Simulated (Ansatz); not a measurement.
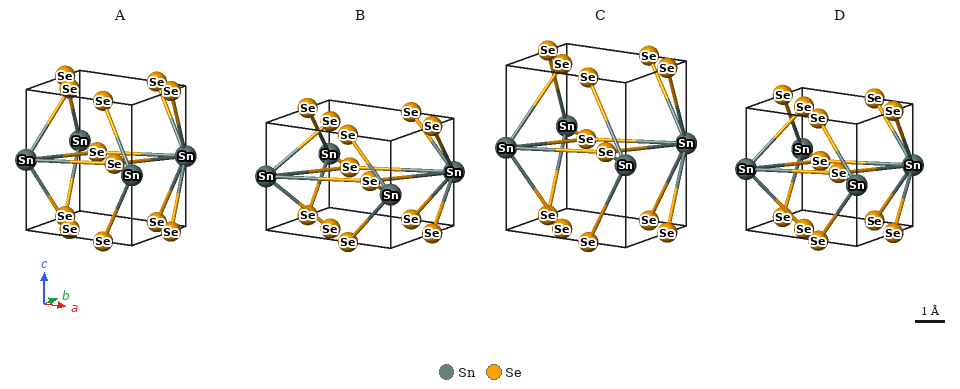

4 geometries from one relaxation of a crystal of SnSe$_{5}$ (a generated structure, set up in P-62m) (coarse preliminary run), in shuffled order. The picture is a ball-and-stick view of the cell of the calculation, seen slightly off an axis.

The calculation used DFT PBE, scalar-relativistic, plane waves, PAW (Ansatz). Set-up: plane-wave cutoff 420 eV; k-point mesh 3 × 3 × 4; occupations gaussian; smearing width 0.1 eV; no spin polarisation; cell and atoms relaxed; force threshold 0.04 eV/Å; at most 70 steps.

> Put them in the order of the run, from the start to the converged end.

C, A, D, B. They are steps 0, 3, 6, 15, at +4.507 eV per cell of the calculation, +1.593 eV per cell of the calculation, +0.365 eV per cell of the calculation relative to the last. Over 12 accepted moves (15 points after the start) the energy falls by 4.507 eV per cell of the calculation. Largest force component: 0.66 eV/Å at the start, 0.037 eV/Å at the end. The pressure goes from −9.04 to −0.23 GPa. The line search rejected the trial steps at points 8, 12 of the run. The SCF was repeated once at an unchanged geometry on a basis and grid sized afresh for the cell, which shifted the energy by 1.6 meV per cell of the calculation at most. The largest moves relative to the cell, 0.21 Å, are those of Se atoms. Sn stays in place. The volume changes by −29.2 %, with a = b 6.399 → 6.672 Å (+4.3 %), c 5.797 → 3.778 Å (−34.8 %). Some distances before and after: Se–Se 3.643 → 2.895 Å, Se–Sn 3.518 → 2.965 Å, Se–Sn 3.694 → 3.852 Å. The space group stays P-62m (No. 189).

Limits of the set-up: layers or molecules are held without a dispersion correction, so their spacing is unreliable.
